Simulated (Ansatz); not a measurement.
Consider CH$_{5}$B···HF.

```xyz
9

B    -0.7671   -0.4626   -0.4266
C     0.5969   -0.5496    0.3737
H    -1.8175   -0.4810    0.1711
H    -0.7696   -0.5176   -1.6341
H     0.3340    1.7879    0.0824
F    -0.3779    2.2103   -0.2932
H     1.4901   -0.2012   -0.1690
H     0.5709   -0.1421    1.3966
H     0.7401   -1.6440    0.4992
```

Not at a stationary point (largest force 0.9 eV/Å).

All numbers below come from UKS PBE0-D4/def2-SVP in Ansatz.

Predict the electron density and electron localisation function between the atoms.

C2···H5 (2.37 Å): the density falls to about 0.08 e/Å³ on the way; the ELF dips to about 0.05 between them.
C–B (1.58 Å): ρ at the midpoint is about 1.4 e/Å³; the ELF peaks at about 1 between the atoms; a covalent bond.
F–H (0.91 Å): ρ is about 4.8 e/Å³ halfway; the ELF climbs to about 1 towards the hydrogen, as it does in any bond to H: a covalent bond by its length.
C–H (1.11 Å): ρ at the midpoint is about 1.8 e/Å³; the ELF climbs to about 1 towards the hydrogen (a covalent bond by its length).

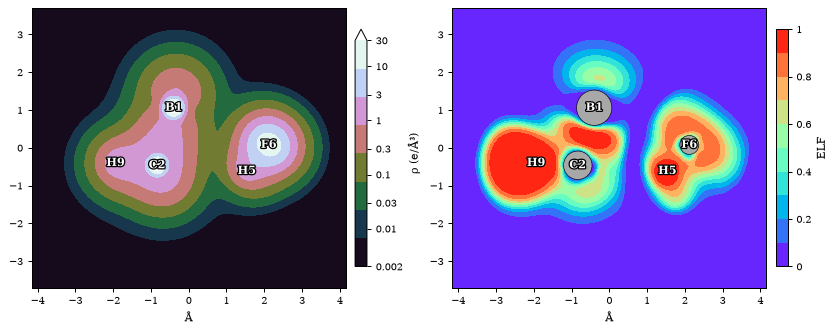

Computed electron density and electron localisation function on the plane of atoms B1, C2 and H9, in this order. Grey discs cover the atomic cores in the ELF map. 
